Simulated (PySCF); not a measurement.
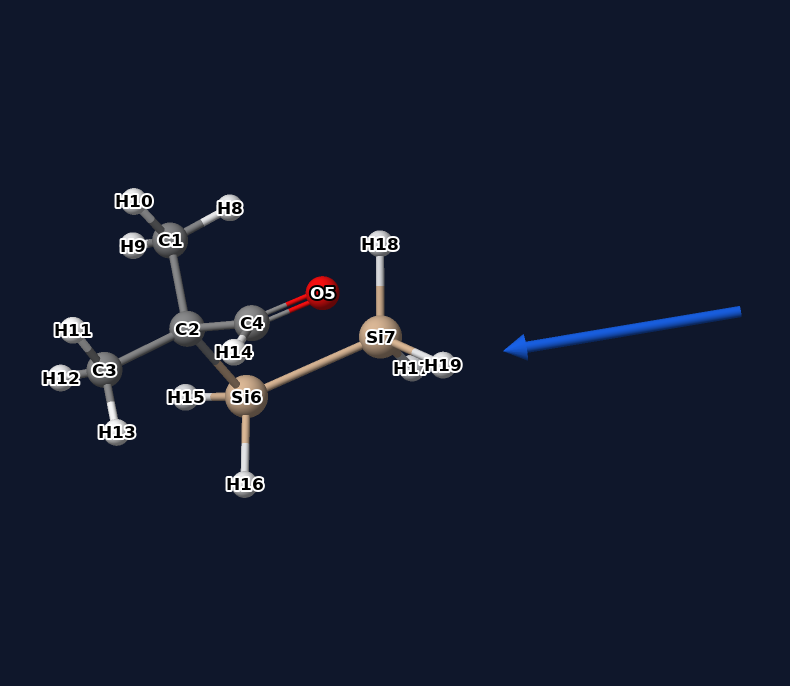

The arrow beside the molecule shows the direction of the dipole moment, from the negative to the positive end (its length means nothing). Computed geometry: GFN2-xTB optimisation. No frequency run is at hand to confirm it as a minimum. Properties computed with PBE0/pcSseg-1, gas phase (PySCF 2.14.0).

### Estimate the dipole moment.

2.68 D; it points from the side of H19 to the side of H12 (the outermost atoms at the two ends).

The geometry is semi-empirical. Around Si such bond lengths and angles can be off by a tenth of an ångström or more and by several degrees, and values that hang on the shape move with them.
